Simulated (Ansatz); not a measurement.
# A ladder of methods for AlH2I (SMILES [H][Al]([H])[I])

AlH2I: 4 atoms, total charge 0, spin state singlet. As SMILES, `[H][Al]([H])[I]`. Geometry: a GFN2-xTB relaxation, a rough one for these elements and not checked as a minimum.

```xyz
4

Al    0.1134    0.1896    0.0013
H     1.6492    0.2169    0.0106
H    -0.5891    1.5553   -0.0222
I    -1.1735   -1.9618    0.0104
```

Each level gives the energy change with the Al1–I4 bond stretched from 2.507 to 6.268 Å (eV). The values are calculated.

| level | kind | program | value (eV) | less FCI/STO-3G | CPU time (all runs) |
| --- | --- | --- | --- | --- | --- |
| HF/STO-3G (restricted) | Hartree–Fock | Ansatz | 7.61 | +2.62 | 0.97 s |
| SVWN5/STO-3G (restricted) | LDA | Ansatz | 5.66 | +0.67 | 4.6 s |
| revPBE/STO-3G (restricted) | GGA | Ansatz | 5.31 | +0.32 | 12 s |
| r2SCAN/STO-3G (restricted) | meta-GGA | Ansatz | 5.68 | +0.69 | 49 s |
| B3LYP/STO-3G (restricted) | global hybrid | Ansatz | 5.80 | +0.81 | 9.8 s |
| HSE06/STO-3G (restricted) | range-separated hybrid | Ansatz | 6.02 | +1.03 | 13 s |
| wB97X/STO-3G (restricted) | range-separated hybrid | Ansatz | 7.15 | +2.16 | 34 s |
| B2PLYP/STO-3G (restricted) | double hybrid | Ansatz | 5.23 | +0.24 | 15 s |
| BCCD(T)/STO-3G (restricted) | coupled cluster or CI | Ansatz | 4.96 | -0.03 | 1.6 s |
| FCI/STO-3G | exact in the basis | Ansatz | 4.99 | 0.00 | 21 s |

FCI/STO-3G is exact within its basis and frozen core, so for wave-function methods in that basis the difference is their error; functionals converge differently with the basis, so for them it is only a difference. Spin-restricted single references rise too steeply as a bond breaks, Hartree–Fock most of all. Perturbation and coupled-cluster corrections on them can overshoot downwards. All-electron rows without a relativistic Hamiltonian named are non-relativistic. The first shape isn't each level's own minimum. The values span 4.96 to 7.61 eV. All rows use very small basis sets, so even the best lies far from the true value. In the correlated wave-function rows the outer d shell of I is correlated, in sets not made for it. Times are those of the runs behind each value, whatever else they computed, on shared processors of several kinds: orders of magnitude only.

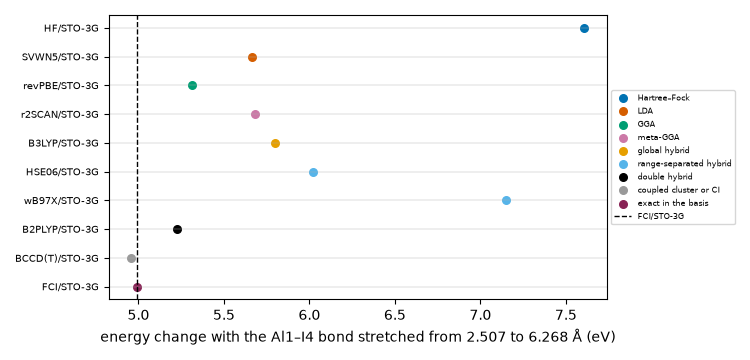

The values of the table, level by level.
